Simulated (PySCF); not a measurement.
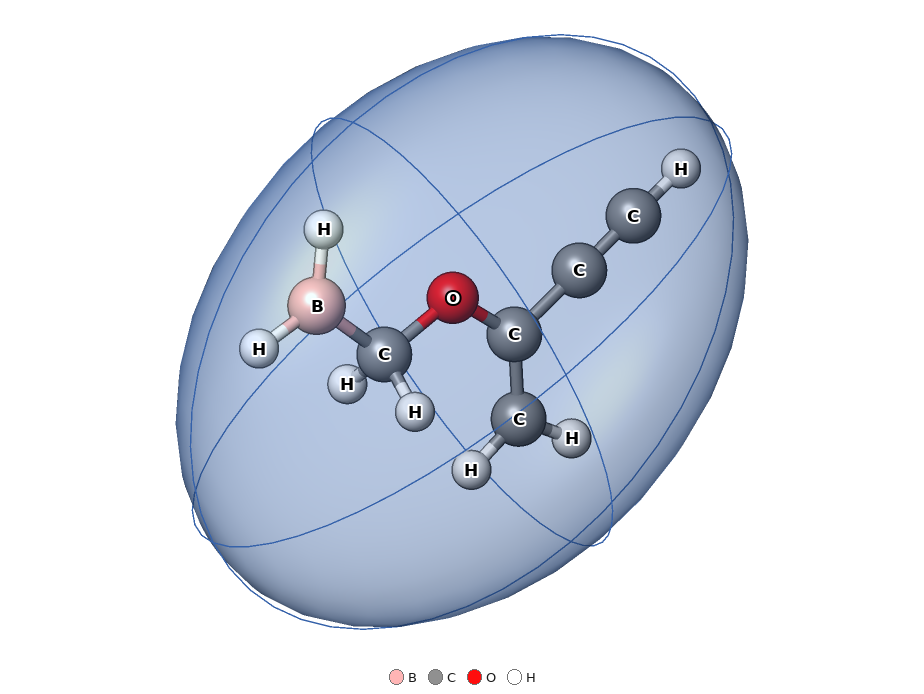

The ellipsoid shows the static dipole polarisability: its half-axes are proportional to the principal values. The geometry was computed by an optimisation with GFN2-xTB. No frequency run is at hand to confirm it as a minimum. Level of theory: ωB97X-D/def2-SVPD (PySCF 2.14.0).

### How large and how anisotropic is the polarisability?

Principal values 53.1, 81.2, 101.9 bohr³; mean 78.7 bohr³ (11.66 Å³); anisotropy 42.4 bohr³, so the longest axis is 1.92 times the shortest.

The geometry is semi-empirical. Around B such bond lengths and angles can be off by a tenth of an ångström or more and by several degrees, and values that hang on the shape move with them.
